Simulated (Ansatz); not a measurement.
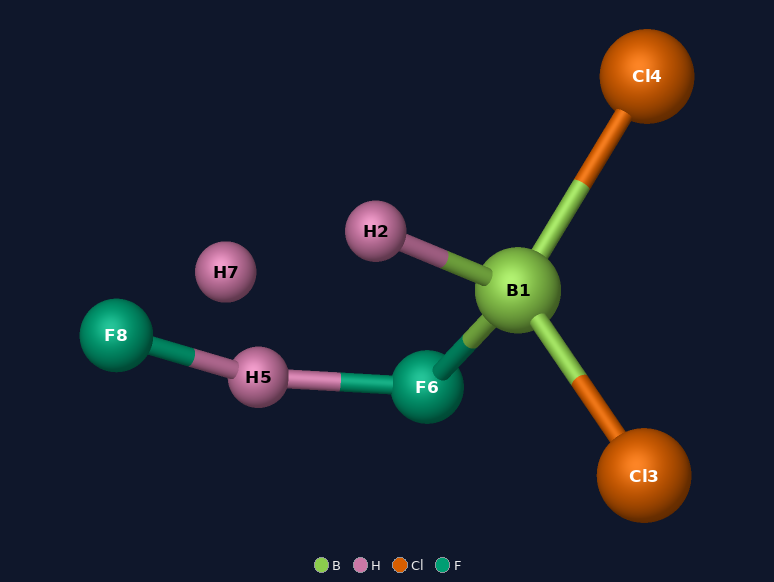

Harmonic vibrations computed with RKS PBE0-D4/def2-SVP (Ansatz 0.2.0) at a stationary point of the same level.

Is this a minimum or a saddle point?

A first-order saddle point: one imaginary frequency, 1461i cm⁻¹.

List the wavenumbers.

18 modes: 1461i, 117, 210, 300, 317, 388, 615, 739, 768, 806, 966, 1048, 1256, 1286, 1330, 1605, 1941, 2203 cm⁻¹.
